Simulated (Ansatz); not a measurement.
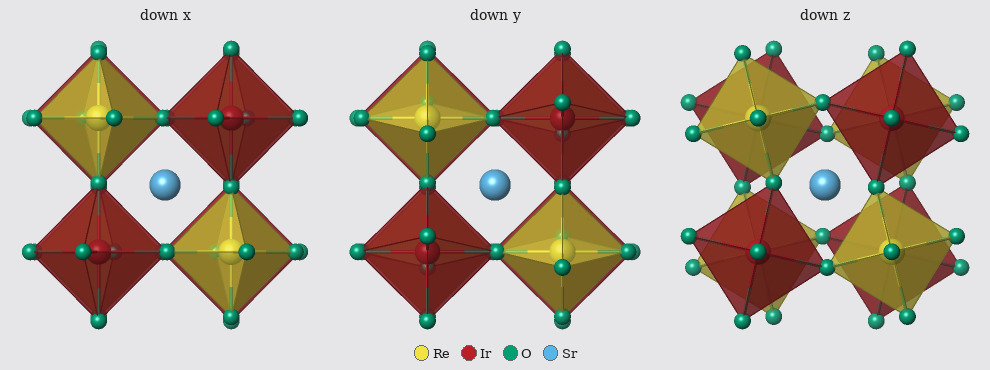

Blocks of 2 × 2 × 2 octahedra, seen down the three pseudocubic axes x, y and z (centre-to-centre directions).

Sr2ReIrO6. Coordinates: coordinates from a relaxation (final pressure about -3.8 GPa) with Ansatz, DFT, PAW plane waves, pbe; the starting structure was generated, so it need not be a known form of this composition.

Which atoms centre the octahedra, which link them, and which fill the cavities?

Answer. Re and Ir at the centres, O at the shared corners, Sr in the cavities: a perovskite-type framework of corner-sharing octahedra.

Give the tilt system in Glazer's notation, with the angles.

Answer. About x: no tilt; about y: no tilt; about z: out of phase, 13.2°. Glazer symbol a0a0c- (angles are the components of the best-fitting rigid rotation, averaged over the octahedra).

What are the Re–O–Ir angles?

Answer. Re–O–Ir angles along x: 153.7°; along y: 153.7°; along z: 180.0°.

How are Re and Ir ordered over the octahedra?

Answer. Re and Ir are ordered in the rock-salt pattern: every octahedron is linked to six of the other kind.

Which space group does the whole structure have?

Answer. I4/m (No. 87).
